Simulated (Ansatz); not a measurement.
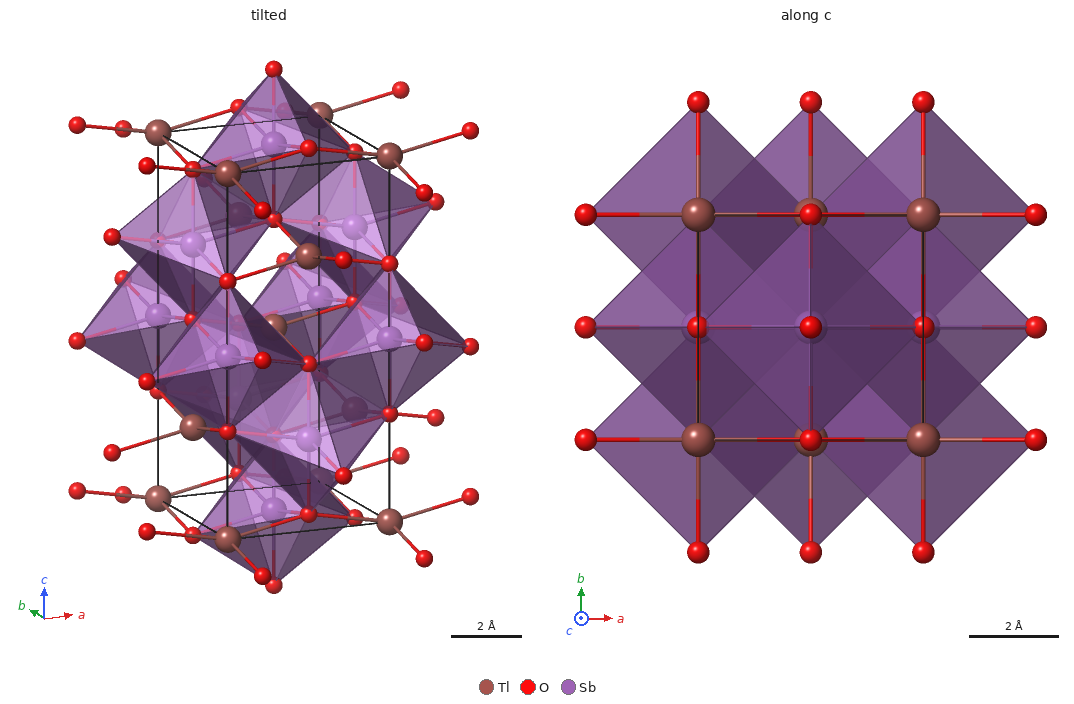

A polyhedral picture of a crystal structure, seen slightly off an axis and along the c axis. One conventional unit cell is framed, with atoms on its boundary repeated. Some atoms of the next cells are drawn as well.

TlSbO2, space group I4_1/amd (No. 141), a = 5.060 Å, b = 5.060 Å, c = 10.862 Å, α = 90.00°, β = 90.00°, γ = 90.00°. Provenance: a structure type filled with these elements by a generator (whether the compound takes this form wasn't checked). Earlier steps of the study may have refined or changed the cell and positions. It was run through Ansatz as a DFT input.

This one geometry was computed with Ansatz (DFT, plane waves, PAW) at three levels of theory: PBE with spin-orbit coupling, r2SCAN and PBE. It was relaxed beforehand with r2SCAN.

Question: Which level gives the highest pressure at this volume, and what does that say about its equilibrium volume?

Answer: Highest: PBE with spin-orbit coupling (2.4 GPa) and PBE (2.7 GPa), which points to the largest equilibrium volume. Lowest, with the smallest volume: r2SCAN (0.0 GPa). Levels within 0.5 GPa of each other can't be told apart.

Question: How does the band gap change with the level of theory?

Answer: PBE with spin-orbit coupling: a metal; PBE: a metal; r2SCAN: a gap of 0.11 eV, indirect.

Question: Collect the results in a table.

Answer:
| level | cutoff (eV) | k-mesh of the run's cell | gap (eV) | pressure (GPa) |
| --- | --- | --- | --- | --- |
| PBE with spin-orbit coupling | 420 | 8×8×8 | metal | 2.4 |
| r2SCAN | 500 | 8×8×8 | 0.11 | 0.0 |
| PBE | 420 | 8×8×8 | metal | 2.7 |

Gaps are taken on the k-mesh or band path of each run.
